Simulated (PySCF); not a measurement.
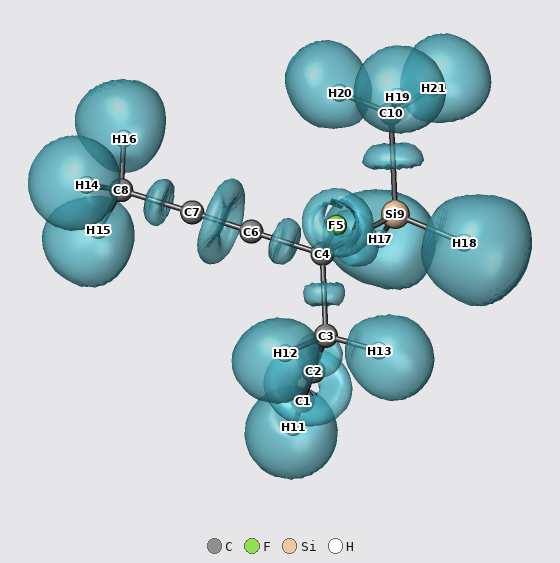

The picture shows: C$_{8}$H$_{11}$FSi (SMILES C#CC[C@](F)(C#CC)[SiH2]C). Isosurface of the electron localisation function at 0.85 (cyan), seen across its widest extent. Only the valence region is drawn (cores and ρ < 0.01 e/Å³ removed).

Geometry: GFN2-xTB.

Computed with PBE0/pcSseg-1, SCF density, gas phase, non-relativistic (PySCF).

```xyz
21

C    -2.0430   -2.5946    0.2431
C    -1.4441   -1.9799   -0.5906
C    -0.7097   -1.2481   -1.5972
C    -0.0719    0.0219   -1.0162
F     0.5936    0.6575   -2.0890
C     0.9037   -0.3185   -0.0055
C     1.7366   -0.5897    0.8142
C     2.7132   -0.9310    1.8238
Si   -1.3599    1.3053   -0.3445
C    -0.4030    2.8826    0.0766
H    -2.5716   -3.1375    0.9679
H     0.0778   -1.8897   -2.0079
H    -1.3832   -0.9638   -2.4110
H     3.6733   -1.1458    1.3553
H     2.3825   -1.8130    2.3720
H     2.8375   -0.1041    2.5230
H    -2.0066    0.7120    0.8277
H    -2.3205    1.5311   -1.4309
H     0.1482    3.2482   -0.7856
H     0.3141    2.7042    0.8734
H    -1.0761    3.6699    0.4012
```

**What do the ELF domains correspond to?**

The surface consists of six regions between bonded C–C atoms (shared pairs), two regions between bonded C–Si atoms (shared pairs), eleven regions around hydrogen nuclei and one region wrapped around F (its lone pairs, merged into a ring or cap).

Values along the shortest contacts:
C–C (1.20 Å): the ELF peaks at about 0.85 between the atoms; a short, multiple covalent bond. C–F (1.41 Å): the ELF peaks at about 0.80 between the atoms: a shared but strongly polarised pair.
